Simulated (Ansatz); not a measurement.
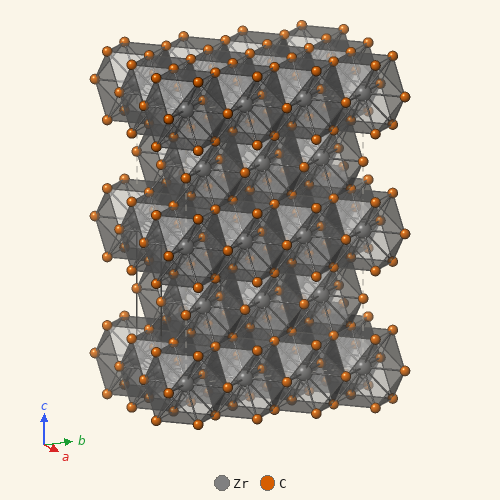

Polyhedra are drawn about Zr (bonds: C–Zr below 2.7 Å); other atoms are plain spheres.

ZrC3 (space group I4/mmm, No. 139). Coordinates: coordinates from a relaxation (final pressure about 5.3 GPa) with DFT, PAW plane waves, pbesol (Ansatz 0.2.0); the starting structure was generated, so it need not be a known form of this composition.

Sharing among the drawn polyhedra:

| site | polyhedron | corner-sharing neighbours | edge-sharing | face-sharing | bond (Å) |
| --- | --- | --- | --- | --- | --- |
| Zr | ZrC12 cuboctahedron | 4 | 8 | 4 | 2.29–2.41 |

They form a three-dimensional framework of corner-, edge- and face-sharing cuboctahedra.
